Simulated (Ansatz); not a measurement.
## The perfect Pd wire along [110], 4 atoms a period

Wanted: the relaxed geometry and the bands of the Pd wire along [110], 4 atoms a period.

Method: DFT PBE, plane waves, PAW; relaxation of a wire's period; PAW set soft_1, in the first sound run; inputs show where later runs differ, in Ansatz 0.2.0.

## (1) Starting point

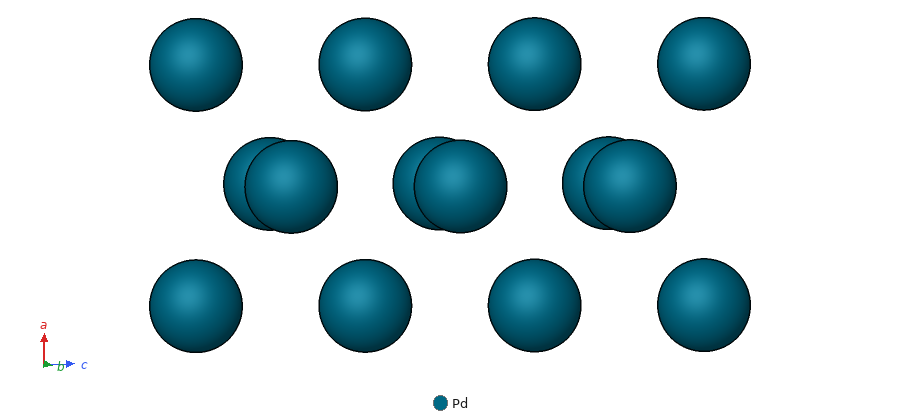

The cell as given, from the side, with the c axis across the page (palladium blue). 1×1×3 cells are drawn. Some periodic images of atoms are drawn too.

The cell holds 4 atoms: 4 Pd. Its edges and angles: a = 10.740 Å, b = 9.586 Å, c = 2.786 Å, α = 90.0°, β = 90.0°, γ = 90.0°. Vacuum lies along a and b. The structure's axis is c.

## (2) Relaxation of atoms and period

Band widths follow the bond lengths, so the wire is relaxed first. The atoms and the third cell vector are free; the box across stays fixed as vacuum. A Fermi-Dirac smearing is set since the result may be a metal. The pressure printed is a third of the stress's trace over the whole box, vacuum included; only the stress along the axis is relaxed.

Contents of input.yaml:

```yaml
crystal:
  lattice:
    - [10.74, 0.0, 0.0]
    - [0.0, 9.586, 0.0]
    - [0.0, 0.0, 2.7860007179]
  atoms:
    - { symbol: Pd, position: [0.316573557, 0.500000037, 0.0] }
    - { symbol: Pd, position: [0.683426443, 0.500000037, 0.0] }
    - { symbol: Pd, position: [0.5, 0.354683914, 0.5] }
    - { symbol: Pd, position: [0.5, 0.645316161, 0.5] }
kpoints:
  mp_grid: { grid: [1, 1, 29] }
scf:
  occupations: { method: fermi_dirac, width: 0.05 }
hamiltonian:
  xc: pbe
  pseudopotentials: { kind: paw, azcp: { folder: soft_1 } }
relax:
  cell: { fix: [a, b, alpha, beta, gamma] }
  max_steps: 45
  f_tol: 0.03
```

Started as:

```sh
$ ansatz run input.yaml --threads 4 --pin off --max-ram 16384MiB --backend cpu --events-out ev --progress --plain --runs-dir out
```

Numbers of over 12 decimals in the logs are rounded to 6 here.

Log:

```text
Engine: ansatz 0.2.0, aarch64-unknown-linux-gnu
Pseudopotentials: kind: paw
Pseudopotential: Pd, paw, valence charge 18, recommended cutoff 420 eV (normal), soft_1/Pd.paw.azcp
Functional definition: PBE
  parameter kappa = 0.804
  parameter beta = 0.066725
  exchange = pbe_x(kappa = kappa, mu = beta*pi^2/3)
  correlation = pbe_c(beta = beta)
Crystal: 4 atoms, lattice volume = 286.829 Å³
Basis set: ecut = 420 eV, 5643 PW (Γ), exchange–correlation on 144×144×40 points (8 copies of the dense FFT grid, shifted against one another)
Bands: 44, of which v1, the nominal top of the filled ones, is band 36 counted from 1 (35 counted from 0)
Symmetry: 8 space group operations
Space group: Pmmm (ITA 47), of the structure as read, at distance tolerance 6.6e-5 Å
k-points: 15 of 29
Non-local potential: Pd, projectors of the file, l = 0: 2, l = 1: 2, l = 2: 2, l = 3: 1
PAW form: soft (Blöchl's): semilocal exchange-correlation on the pseudo side does not see the compensation charge
PAW one-centre angular grid: Pd, 590 points (default); XC on 64 Gauss nodes
Initial density: superposition of atomic densities (neutral atoms: chi_scale 0, normalization atom)
Initial wavefunctions: pseudopotential atomic-orbital guess
Functional: x = pbe(κ = 0.804, μ = 0.219515), c = pbe(β = 0.066725)
SCF iter   1: F=—  HF=-27890.156985 eV  |F-HF|=—  |Δ(HF+E_count)|=         —  Δρ=7.01e-2  dr2=1.71e1  ethr=3.10e-3  ⟨swp⟩=6.9  Hψ=2639  notcnv=0  defer=3
preconditioner: auto → LDOS  [metal: Δε(μ)=0.040 eV  Ē_g=4.485 eV  σ=0.050 eV  W_gap=0.19  n_scr=36 (ndim 8)  ℏωp=13.9 eV  f_vac=0.671  D(μ)=12.40/eV (n_scr^D=106)  β→1.0]
SCF iter   2: F=—  HF=-27889.583152 eV  |F-HF|=—  |Δ(HF+E_count)|=   5.74e-1  Δρ=6.29e-2  dr2=1.12e1  ethr=3.10e-3  ⟨swp⟩=3.9  Hψ=1837  notcnv=0  defer=21
SCF iter   3: F=—  HF=-27886.838369 eV  |F-HF|=—  |Δ(HF+E_count)|=    2.74e0  Δρ=9.33e-3  dr2=2.98e-1  ethr=3.10e-3  ⟨swp⟩=3.0  Hψ=1613  notcnv=0  defer=30
SCF iter   4: F=—  HF=-27886.860340 eV  |F-HF|=—  |Δ(HF+E_count)|=   2.20e-2  Δρ=4.66e-3  dr2=1.67e-1  ethr=4.13e-4  ⟨swp⟩=2.7  Hψ=1188  notcnv=0  defer=29
SCF iter   5: F=—  HF=-27886.852028 eV  |F-HF|=—  |Δ(HF+E_count)|=   8.31e-3  Δρ=2.36e-3  dr2=3.36e-2  ethr=2.32e-4  ⟨swp⟩=2.6  Hψ=928  notcnv=0  defer=29
SCF iter   6: F=—  HF=-27886.852475 eV  |F-HF|=—  |Δ(HF+E_count)|=   4.47e-4  Δρ=1.01e-3  dr2=5.21e-3  ethr=4.67e-5  ⟨swp⟩=2.0  Hψ=686  notcnv=0  defer=29
SCF iter   7: F=—  HF=-27886.852060 eV  |F-HF|=—  |Δ(HF+E_count)|=   4.15e-4  Δρ=5.62e-4  dr2=1.76e-3  ethr=7.23e-6  ⟨swp⟩=1.9  Hψ=719  notcnv=0  defer=29
SCF iter   8: F=—  HF=-27886.852090 eV  |F-HF|=—  |Δ(HF+E_count)|=   2.92e-5  Δρ=1.96e-4  dr2=1.23e-4  ethr=2.45e-6  ⟨swp⟩=2.0  Hψ=715  notcnv=0  defer=29
SCF iter   9: F=—  HF=-27886.852128 eV  |F-HF|=—  |Δ(HF+E_count)|=   3.88e-5  Δρ=5.27e-5  dr2=1.00e-5  ethr=1.71e-7  ⟨swp⟩=2.0  Hψ=906  notcnv=0  defer=29
SCF iter  10: F=—  HF=-27886.852202 eV  |F-HF|=—  |Δ(HF+E_count)|=   7.34e-5  Δρ=1.02e-5  dr2=2.26e-7  ethr=1.39e-8  ⟨swp⟩=2.1  Hψ=876  notcnv=0  defer=29
SCF iter  11: F=-27886.852202 eV  HF=-27886.852202 eV  |F-HF|=5.86e-9  |Δ(HF+E_count)|=   3.68e-7  Δρ=4.11e-6  dr2=4.80e-8  ethr=1.39e-10  ⟨swp⟩=5.0  Hψ=2417  notcnv=0
SCF 1 converged in 11 iterations: F = -27886.852202 eV  dr2 = 4.80e-8
  greatest PAW one-centre occupation: 0.999 electrons in one spin orbital (limit 2), on the Pd atom at site 1 (counted from 0), in its partial waves of l = 0
relax step   1: F+E_penalty+E_count = -27886.85220215 eV  Δ(F+E_penalty+E_count) = +0.000e0 eV  max|allowed force component| = 5.833e-1 eV/Å  Δτ_max = 0.0000 Å  P = -1.949 GPa  Ω = 286.829 Å³  fix = [a, b, alpha, beta, gamma]  reactions: a -1.301, b -0.810 GPa  (11 SCF iters, dr2 threshold 1.00e-7 eV, accepted)
Crystal: 4 atoms, lattice volume = 273.030 Å³
Basis set: ecut = 420 eV, 5359 PW (Γ), exchange–correlation on 144×144×40 points (8 copies of the dense FFT grid, shifted against one another)
Initial density: handed on by an earlier stage of this run
Initial wavefunctions: those handed on with the density
iter 1 solved again at ethr=5.03e-4 eV; its pass at ethr=3.10e-3 eV (dr2=3.62e-1 eV) is discarded
SCF iter   1: F=—  HF=-27887.087633 eV  |F-HF|=—  |Δ(HF+E_count)|=         —  Δρ=9.25e-3  dr2=3.64e-1  ethr=5.03e-4  ⟨swp⟩=2.1  Hψ=3343  notcnv=0
preconditioner: auto → LDOS  [metal: Δε(μ)=0.029 eV  Ē_g=5.599 eV  σ=0.050 eV  W_gap=0.14  n_scr=36 (ndim 8)  ℏωp=14.2 eV  f_vac=0.668  D(μ)=8.50/eV (n_scr^D=48)  β→1.0]
SCF iter   2: F=—  HF=-27887.079499 eV  |F-HF|=—  |Δ(HF+E_count)|=   8.13e-3  Δρ=7.37e-3  dr2=3.06e-1  ethr=5.03e-4  ⟨swp⟩=3.5  Hψ=1189  notcnv=0
SCF iter   3: F=—  HF=-27887.026852 eV  |F-HF|=—  |Δ(HF+E_count)|=   5.26e-2  Δρ=1.12e-3  dr2=3.42e-3  ethr=4.25e-4  ⟨swp⟩=2.5  Hψ=1143  notcnv=0  defer=12
SCF iter   4: F=—  HF=-27887.026981 eV  |F-HF|=—  |Δ(HF+E_count)|=   1.30e-4  Δρ=6.64e-4  dr2=1.79e-3  ethr=4.75e-6  ⟨swp⟩=2.7  Hψ=1362  notcnv=0  defer=24
SCF iter   5: F=—  HF=-27887.026807 eV  |F-HF|=—  |Δ(HF+E_count)|=   1.74e-4  Δρ=2.19e-4  dr2=2.41e-4  ethr=2.48e-6  ⟨swp⟩=2.0  Hψ=929  notcnv=0  defer=24
SCF iter   6: F=—  HF=-27887.026834 eV  |F-HF|=—  |Δ(HF+E_count)|=   2.63e-5  Δρ=1.11e-4  dr2=6.13e-5  ethr=3.35e-7  ⟨swp⟩=1.7  Hψ=758  notcnv=0  defer=24
SCF iter   7: F=—  HF=-27887.026831 eV  |F-HF|=—  |Δ(HF+E_count)|=   2.31e-6  Δρ=4.42e-5  dr2=9.94e-6  ethr=8.51e-8  ⟨swp⟩=1.4  Hψ=658  notcnv=0  defer=24
SCF iter   8: F=—  HF=-27887.026831 eV  |F-HF|=—  |Δ(HF+E_count)|=   9.99e-8  Δρ=1.65e-5  dr2=1.93e-6  ethr=1.38e-8  ⟨swp⟩=1.7  Hψ=768  notcnv=0  defer=24
SCF iter   9: F=-27887.026831 eV  HF=-27887.026831 eV  |F-HF|=2.02e-8  |Δ(HF+E_count)|=   1.49e-7  Δρ=5.73e-6  dr2=5.49e-8  ethr=5.56e-10  ⟨swp⟩=5.0  Hψ=2318  notcnv=0
SCF 2 converged in 9 iterations: F = -27887.026831 eV  dr2 = 5.49e-8
  greatest PAW one-centre occupation: 0.999 electrons in one spin orbital (limit 2), on the Pd atom at site 3 (counted from 0), in its partial waves of l = 0
relax step   2: F+E_penalty+E_count = -27887.02683119 eV  Δ(F+E_penalty+E_count) = -1.746e-1 eV  max|allowed force component| = 8.025e-1 eV/Å  Δτ_max = 0.0993 Å  P = +0.932 GPa  Ω = 273.030 Å³  energy of the carried Pulay correction = +1.125e-3 eV  fix = [a, b, alpha, beta, gamma]  reactions: a +1.627, b +1.250 GPa  (9 SCF iters, dr2 threshold 4.00e-7 eV, accepted)
Crystal: 4 atoms, lattice volume = 270.583 Å³
Basis set: ecut = 420 eV, 5323 PW (Γ), exchange–correlation on 144×144×40 points (8 copies of the dense FFT grid, shifted against one another)
iter 1 solved again at ethr=6.96e-5 eV; its pass at ethr=3.10e-3 eV (dr2=5.01e-2 eV) is discarded
SCF iter   1: F=—  HF=-27887.124979 eV  |F-HF|=—  |Δ(HF+E_count)|=         —  Δρ=4.33e-3  dr2=5.09e-2  ethr=6.96e-5  ⟨swp⟩=2.1  Hψ=3153  notcnv=0
preconditioner: auto → LDOS  [metal: Δε(μ)=0.028 eV  Ē_g=5.664 eV  σ=0.050 eV  W_gap=0.14  n_scr=36 (ndim 8)  ℏωp=14.3 eV  f_vac=0.662  D(μ)=7.77/eV (n_scr^D=40)  β→1.0]
SCF iter   2: F=—  HF=-27887.141348 eV  |F-HF|=—  |Δ(HF+E_count)|=   1.64e-2  Δρ=3.74e-3  dr2=1.23e-1  ethr=6.96e-5  ⟨swp⟩=3.2  Hψ=1455  notcnv=0  recentre
SCF iter   3: F=—  HF=-27887.114832 eV  |F-HF|=—  |Δ(HF+E_count)|=   2.65e-2  Δρ=1.17e-3  dr2=3.85e-3  ethr=6.96e-5  ⟨swp⟩=2.3  Hψ=1173  notcnv=0  defer=8
SCF iter   4: F=—  HF=-27887.114163 eV  |F-HF|=—  |Δ(HF+E_count)|=   6.69e-4  Δρ=3.30e-4  dr2=4.23e-4  ethr=5.35e-6  ⟨swp⟩=2.2  Hψ=1099  notcnv=0  defer=9
SCF iter   5: F=—  HF=-27887.114118 eV  |F-HF|=—  |Δ(HF+E_count)|=   4.52e-5  Δρ=1.10e-4  dr2=6.34e-5  ethr=5.88e-7  ⟨swp⟩=2.4  Hψ=1086  notcnv=0  defer=9
SCF iter   6: F=—  HF=-27887.114054 eV  |F-HF|=—  |Δ(HF+E_count)|=   6.39e-5  Δρ=4.39e-5  dr2=9.84e-6  ethr=8.81e-8  ⟨swp⟩=1.3  Hψ=667  notcnv=0  defer=9
SCF iter   7: F=—  HF=-27887.114054 eV  |F-HF|=—  |Δ(HF+E_count)|=   1.77e-7  Δρ=1.08e-5  dr2=4.47e-7  ethr=1.37e-8  ⟨swp⟩=1.6  Hψ=729  notcnv=0  defer=9
SCF iter   8: F=-27887.114054 eV  HF=-27887.114054 eV  |F-HF|=1.19e-8  |Δ(HF+E_count)|=   3.73e-9  Δρ=2.52e-6  dr2=1.52e-8  ethr=5.56e-10  ⟨swp⟩=4.7  Hψ=2233  notcnv=0
SCF 3 converged in 8 iterations: F = -27887.114054 eV  dr2 = 1.52e-8
relax step   3: F+E_penalty+E_count = -27887.11405396 eV  Δ(F+E_penalty+E_count) = -8.722e-2 eV  max|allowed force component| = 7.523e-2 eV/Å  Δτ_max = 0.0636 Å  P = -0.083 GPa  Ω = 270.583 Å³  energy of the carried Pulay correction = +1.330e-3 eV  fix = [a, b, alpha, beta, gamma]  reactions: a +0.175, b +0.060 GPa  (8 SCF iters, dr2 threshold 4.00e-7 eV, accepted)
Crystal: 4 atoms, lattice volume = 267.799 Å³
Basis set: ecut = 420 eV, 5271 PW (Γ), exchange–correlation on 144×144×40 points (8 copies of the dense FFT grid, shifted against one another)
iter 1 solved again at ethr=8.52e-6 eV; its pass at ethr=3.10e-3 eV (dr2=6.14e-3 eV) is discarded
SCF iter   1: F=—  HF=-27887.120724 eV  |F-HF|=—  |Δ(HF+E_count)|=         —  Δρ=1.57e-3  dr2=5.93e-3  ethr=8.52e-6  ⟨swp⟩=2.0  Hψ=3299  notcnv=0
preconditioner: auto → LDOS  [metal: Δε(μ)=0.013 eV  Ē_g=5.671 eV  σ=0.050 eV  W_gap=0.07  n_scr=40 (ndim 8)  ℏωp=14.4 eV  f_vac=0.660  D(μ)=7.10/eV (n_scr^D=40)  β→1.0]
SCF iter   2: F=—  HF=-27887.120571 eV  |F-HF|=—  |Δ(HF+E_count)|=   1.54e-4  Δρ=9.99e-4  dr2=4.46e-3  ethr=8.24e-6  ⟨swp⟩=2.1  Hψ=1185  notcnv=0
SCF iter   3: F=—  HF=-27887.119590 eV  |F-HF|=—  |Δ(HF+E_count)|=   9.81e-4  Δρ=3.88e-4  dr2=7.36e-4  ethr=6.20e-6  ⟨swp⟩=2.0  Hψ=1065  notcnv=0
SCF iter   4: F=—  HF=-27887.119480 eV  |F-HF|=—  |Δ(HF+E_count)|=   1.10e-4  Δρ=1.53e-4  dr2=1.17e-4  ethr=1.02e-6  ⟨swp⟩=2.0  Hψ=958  notcnv=0
SCF iter   5: F=—  HF=-27887.119414 eV  |F-HF|=—  |Δ(HF+E_count)|=   6.53e-5  Δρ=5.17e-5  dr2=1.54e-5  ethr=1.62e-7  ⟨swp⟩=2.3  Hψ=966  notcnv=0
SCF iter   6: F=—  HF=-27887.119417 eV  |F-HF|=—  |Δ(HF+E_count)|=   2.39e-6  Δρ=1.99e-5  dr2=1.53e-6  ethr=2.14e-8  ⟨swp⟩=1.4  Hψ=682  notcnv=0
SCF iter   7: F=-27887.119417 eV  HF=-27887.119417 eV  |F-HF|=7.18e-9  |Δ(HF+E_count)|=   2.95e-7  Δρ=2.94e-6  dr2=3.25e-8  ethr=5.56e-10  ⟨swp⟩=5.0  Hψ=2349  notcnv=0
SCF 4 converged in 7 iterations: F = -27887.119417 eV  dr2 = 3.25e-8
relax step   4: F+E_penalty+E_count = -27887.11941713 eV  Δ(F+E_penalty+E_count) = -5.363e-3 eV  max|allowed force component| = 2.384e-2 eV/Å  Δτ_max = 0.0183 Å  P = +0.047 GPa  Ω = 267.799 Å³  energy of the carried Pulay correction = +1.566e-3 eV  fix = [a, b, alpha, beta, gamma]  reactions: a +0.060, b -0.048 GPa  (7 SCF iters, dr2 threshold 4.00e-7 eV, accepted)
Crystal: 4 atoms, lattice volume = 268.098 Å³
iter 1 solved again at ethr=9.35e-6 eV; its pass at ethr=3.10e-3 eV (dr2=6.73e-3 eV) is discarded
SCF iter   1: F=—  HF=-27887.121074 eV  |F-HF|=—  |Δ(HF+E_count)|=         —  Δρ=1.41e-3  dr2=6.45e-3  ethr=9.35e-6  ⟨swp⟩=2.0  Hψ=2493  notcnv=0
preconditioner: auto → LDOS  [metal: Δε(μ)=0.020 eV  Ē_g=5.670 eV  σ=0.050 eV  W_gap=0.10  n_scr=40 (ndim 8)  ℏωp=14.3 eV  f_vac=0.659  D(μ)=7.30/eV (n_scr^D=40)  β→1.0]
SCF iter   2: F=—  HF=-27887.120676 eV  |F-HF|=—  |Δ(HF+E_count)|=   3.99e-4  Δρ=7.15e-4  dr2=2.77e-3  ethr=8.95e-6  ⟨swp⟩=2.0  Hψ=1076  notcnv=0
SCF iter   3: F=—  HF=-27887.120132 eV  |F-HF|=—  |Δ(HF+E_count)|=   5.44e-4  Δρ=3.40e-4  dr2=4.86e-4  ethr=3.84e-6  ⟨swp⟩=2.1  Hψ=1098  notcnv=0
SCF iter   4: F=—  HF=-27887.120101 eV  |F-HF|=—  |Δ(HF+E_count)|=   3.15e-5  Δρ=1.09e-4  dr2=7.19e-5  ethr=6.76e-7  ⟨swp⟩=2.0  Hψ=941  notcnv=0
SCF iter   5: F=—  HF=-27887.120003 eV  |F-HF|=—  |Δ(HF+E_count)|=   9.80e-5  Δρ=4.81e-5  dr2=1.34e-5  ethr=9.98e-8  ⟨swp⟩=2.0  Hψ=959  notcnv=0
SCF iter   6: F=—  HF=-27887.120052 eV  |F-HF|=—  |Δ(HF+E_count)|=   4.98e-5  Δρ=1.37e-5  dr2=5.91e-7  ethr=1.86e-8  ⟨swp⟩=2.0  Hψ=941  notcnv=0
SCF iter   7: F=-27887.120053 eV  HF=-27887.120053 eV  |F-HF|=1.37e-8  |Δ(HF+E_count)|=   1.60e-7  Δρ=3.35e-6  dr2=3.07e-8  ethr=5.62e-11  ⟨swp⟩=3.5  Hψ=2818  notcnv=0
SCF 5 converged in 7 iterations: F = -27887.120053 eV  dr2 = 3.07e-8
relax step   5: F+E_penalty+E_count = -27887.12005256 eV  Δ(F+E_penalty+E_count) = -6.354e-4 eV  max|allowed force component| = 3.567e-3 eV/Å  Δτ_max = 0.0123 Å  P = -0.007 GPa  Ω = 268.098 Å³  energy of the carried Pulay correction = +1.541e-3 eV  fix = [a, b, alpha, beta, gamma]  reactions: a +0.003, b -0.020 GPa  (7 SCF iters, dr2 threshold 4.05e-8 eV, accepted)
Basis set: ecut = 420 eV, 5271 PW (Γ), exchange–correlation on 144×144×36 points (8 copies of the dense FFT grid, shifted against one another)
Initial wavefunctions: pseudopotential atomic-orbital guess (no wavefunctions were taken with the density)
iter 1 solved again at ethr=1.43e-6 eV; its pass at ethr=3.10e-3 eV (dr2=1.03e-3 eV) is discarded
SCF iter   1: F=—  HF=-27887.117148 eV  |F-HF|=—  |Δ(HF+E_count)|=         —  Δρ=1.35e-4  dr2=8.99e-6  ethr=1.43e-6  ⟨swp⟩=2.9  Hψ=4479  notcnv=0
preconditioner: auto → LDOS  [metal: Δε(μ)=0.025 eV  Ē_g=5.668 eV  σ=0.050 eV  W_gap=0.12  n_scr=40 (ndim 8)  ℏωp=14.3 eV  f_vac=0.660  D(μ)=7.31/eV (n_scr^D=40)  β→1.0]
SCF iter   2: F=—  HF=-27887.117116 eV  |F-HF|=—  |Δ(HF+E_count)|=   3.20e-5  Δρ=6.32e-5  dr2=7.33e-6  ethr=1.25e-8  ⟨swp⟩=2.7  Hψ=1248  notcnv=0
SCF iter   3: F=—  HF=-27887.117116 eV  |F-HF|=—  |Δ(HF+E_count)|=   5.62e-7  Δρ=2.28e-5  dr2=1.24e-6  ethr=1.02e-8  ⟨swp⟩=2.0  Hψ=1133  notcnv=0
SCF iter   4: F=—  HF=-27887.117279 eV  |F-HF|=—  |Δ(HF+E_count)|=   1.62e-4  Δρ=5.18e-6  dr2=8.49e-8  ethr=1.72e-9  ⟨swp⟩=2.0  Hψ=959  notcnv=0
SCF iter   5: F=—  HF=-27887.117279 eV  |F-HF|=—  |Δ(HF+E_count)|=   1.09e-8  Δρ=1.72e-6  dr2=7.09e-9  ethr=1.18e-10  ⟨swp⟩=2.0  Hψ=975  notcnv=0
SCF iter   6: F=—  HF=-27887.117279 eV  |F-HF|=—  |Δ(HF+E_count)|=   1.91e-9  Δρ=4.83e-7  dr2=6.86e-10  ethr=9.85e-12  ⟨swp⟩=2.1  Hψ=954  notcnv=0
SCF iter   7: F=—  HF=-27887.117279 eV  |F-HF|=—  |Δ(HF+E_count)|=  1.31e-10  Δρ=1.21e-7  dr2=4.80e-11  ethr=1.00e-12  ⟨swp⟩=2.4  Hψ=1034  notcnv=0
SCF iter   8: F=-27887.117279 eV  HF=-27887.117279 eV  |F-HF|=3.64e-12  |Δ(HF+E_count)|=  1.82e-11  Δρ=5.42e-8  dr2=1.37e-11  ethr=1.00e-12  ⟨swp⟩=4.2  Hψ=2122  notcnv=0
SCF 6 converged in 8 iterations: F = -27887.117279 eV  dr2 = 1.37e-11
relax step   6: F+E_penalty+E_count = -27887.11727867 eV  Δ(F+E_penalty+E_count) = +2.774e-3 eV  max|allowed force component| = 2.983e-3 eV/Å  Δτ_max = 0.0000 Å  P = +0.002 GPa  Ω = 268.098 Å³  fix = [a, b, alpha, beta, gamma]  reactions: a +0.009, b -0.016 GPa  stress off target by 1.41e-2 GPa on what of the cell is left free  SCF on the basis re-selected at this cell (its energy is not comparable with the rows above)  (8 SCF iters)
basis re-selected at this cell: Δ(F+E_penalty+E_count) = +2.774e-3 eV, ΔP = +0.009 GPa vs the last step (what re-selecting the basis moved, of the pressure what is left beyond the Pulay correction that the steps carried, after the strain that the cell walked since its last selection, with what the two solves' SCF thresholds leave and, on support functions, any second-order correction that the steps lacked; it is no measure of the basis error at this ecutwfc). The dense FFT grid was sized anew with the basis: this SCF ran on 72×72×18 points, the steps before it on 72×72×20, so part of this shift can come from that change (see relax.cell in the input reference). [rest of the remark cut]
SCF converged after 8 iterations
Free energy (F): -27887.117279 eV
Harris-Foulkes:  -27887.117279 eV  (|F-HF|=3.64e-12)
Internal energy: -27887.054159 eV  (E = F + TS)
E sigma→0 (E₀):  -27887.085719 eV
Entropy (-TS):   -0.063120 eV (-15.780 meV/atom)
Fermi energy:    0.583442 eV
--- Per-component energies (eV) ---
  E_band       = -1882.444985
  E_kinetic    = 1798.999768
  E_local      = -33222.200613  (includes V_loc(G=0)·N_el)
  E_nonlocal   = 1488.095934
  E_hartree    = 15230.531202
  E_xc         = -548.399111
  E_vxc        = -692.440947  (∫ρ·V_xc dr)
  E_paw        = -15248.976451  (= ΣΔE_a)
  E_vpaw       = -1715.962470  (= ΣTr[D̂ρ^β])
  E_aug_tail   = 0.000933  (compensation charges beyond the density's cutoff)
  E_ewald      = 2614.894178
  E_smearing   = -0.063120  (= −TS)
  E_closure    = 0.000000  (closes the sum)
  Σ components = -27887.117279   (vs F -27887.117279, Δ=0.00e0)
--- Forces (eV/Å), atoms counted from 1 ---
  atom   1  Pd    -0.00003313     0.00000000     0.00000000
  atom   2  Pd     0.00003313    -0.00000000    -0.00000000
  atom   3  Pd    -0.00000000     0.00298319     0.00000000
  atom   4  Pd     0.00000000    -0.00298319    -0.00000000
  max |Σ_I F_I| component: 4.34e-19 eV/Å
--- Stress (GPa, compression-positive) ---
        0.008604       0.000000      -0.000000
        0.000000      -0.016037      -0.000000
       -0.000000      -0.000000       0.014093
  P = ⅓ Tr σ = 0.0022 GPa (0.022 kbar)
--- Relaxed structure (5 steps of the walk, 5 accepted, 1 SCFs on fresh bases) ---
  F+E_penalty+E_count = -27887.11727867 eV   max|allowed force component| = 2.983e-3 eV/Å   (the final SCF, on the basis selected at the relaxed cell)
  cell:  # Å, volume = 268.0984 Å³
    - [10.74, 0, 0]
    - [0, 9.586, 0]
    - [0, 0, 2.604069]
  atoms:
    - { symbol: Pd, position: [0.317040, 0.5, 0] }
    - { symbol: Pd, position: [0.682960, 0.5, 0] }
    - { symbol: Pd, position: [0.5, 0.356448, 0.5] }
    - { symbol: Pd, position: [0.5, 0.643552, 0.5] }
```

It took 29 s on 4 threads of Arm Neoverse N1, shared host; peak memory 0.65 GiB; 1.8 min of CPU time.

[end of part 1 of 2]

[Logs are printed without paths, hosts, clocks, repeated set-up lines and the standing remarks that a program may print on its own settings, such as how far it seeks lower states.]

[Hosts, paths, dates, database ids (printed as entryN), source tags and the programs' standing remarks are cut or masked in the printed files.]
